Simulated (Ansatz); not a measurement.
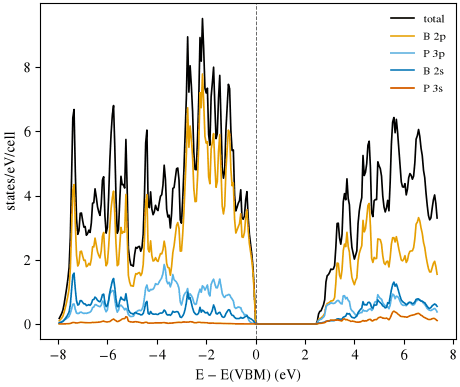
Figure. Total and projected density of states of B$_{6}$P in space group R-3m (No. 166; B on 18h, B on 18h, P on 6c), the program Ansatz at the PBEsol level (PAW)

Task: Which orbitals carry the states next to the gap?

Result: Top 1 eV of the valence band: B 2p 84 %, P 3p 10 %, B 2s 6 %. Bottom 1 eV of the conduction band: B 2p 49 %, P 3p 33 %, B 2s 6 %, P 3s 6 %, outside the projected shells 7 %. Projections are on Löwdin-orthogonalised atomic valence shells; empty p or d shells of many metals are not among them.

Task: Where is the tallest occupied peak in this window, and what makes it?

Result: Near -2.2 eV, about 9.5 states/eV per cell; the largest projected share is B 2p.

The first step of the workflow began from a Materials Project structure, measured or hypothetical; the Crystallography Open Database copy checked does not list it. Its standing as an ambient phase is unchecked. The cell was relaxed with PBEsol under the symmetry of its start; its stability against distortions is not shown here.

Potentials: the earlier of the program's two PAW sets. The files were generated under PBE; for other functionals the program regenerates the frozen cores, and for LDA and PBEsol the local potential too.
